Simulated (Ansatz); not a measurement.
**AlAs (zinc blende): energy against volume**

AlAs (zinc blende)

```cif
data_Al4As4
_chemical_formula_sum 'As4 Al4'
_space_group_name_H-M_alt 'F-43m'
_space_group_IT_number 216
_space_group_name_Hall 'F -4 2 3'
_cell_length_a 5.72844
_cell_length_b 5.72844
_cell_length_c 5.72844
_cell_angle_alpha 90.000
_cell_angle_beta 90.000
_cell_angle_gamma 90.000
loop_
_atom_site_label
_atom_site_type_symbol
_atom_site_symmetry_multiplicity
_atom_site_Wyckoff_symbol
_atom_site_fract_x
_atom_site_fract_y
_atom_site_fract_z
_atom_site_occupancy
As1 As 4 c 0.25000 0.25000 0.25000 1
Al1 Al 4 a 0.00000 0.00000 0.00000 1
```
(The calculation used a cell of 2 atoms; values per cell refer to that cell.)

The volume is varied about the relaxed value V₀ at fixed cell shape. Symmetry pins the atoms to their sites.

Computed with PBE (plane waves to 420 eV, PAW, scalar-relativistic; Ansatz, a first-principles code). k mesh 10×10×10 (Γ-centred), Fermi-Dirac smearing 0.05 eV. Energies are smeared free energies. Compression counts positive. AlAs was relaxed with its symmetry unable to fall. ΔE is measured from the relaxed starting cell.

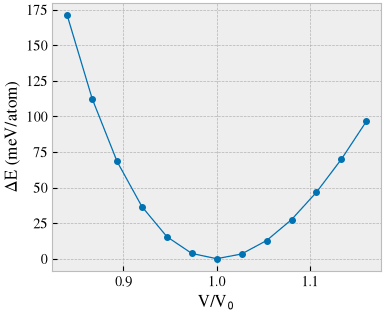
ΔE (meV/atom) against V/V₀; one marker a computed point.

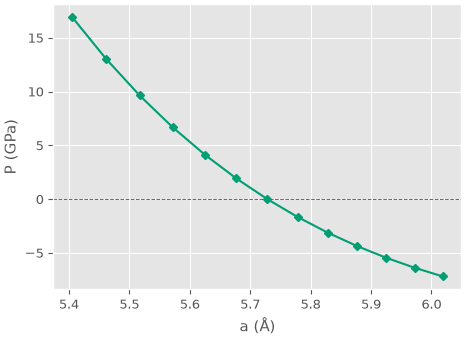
Fig. 1. P (GPa) against a (Å); computed points joined by lines.

The bulk modulus B₀ (third-order Birch-Murnaghan fit) comes out as 66.9 GPa and the equilibrium volume of the fit is 23.50 Å³/atom. The pressure for 5 % compression (fit) is 3.8 GPa and the energy cost of the largest compression is 171.0 meV/atom. The energy cost of the largest expansion is 96.5 meV/atom.

Check by three points about V = 23.497 Å³/atom, step 0.627: d²E/dV² ≈ (3.7 − 2·0.0 + 3.3) meV / 0.627² = 0.0178 eV/Å⁶, and V·d²E/dV² × 160.2 = 67.1 GPa.

(Under strain, the slope of the energy per volume gives the stress and its curvature an elastic modulus.)
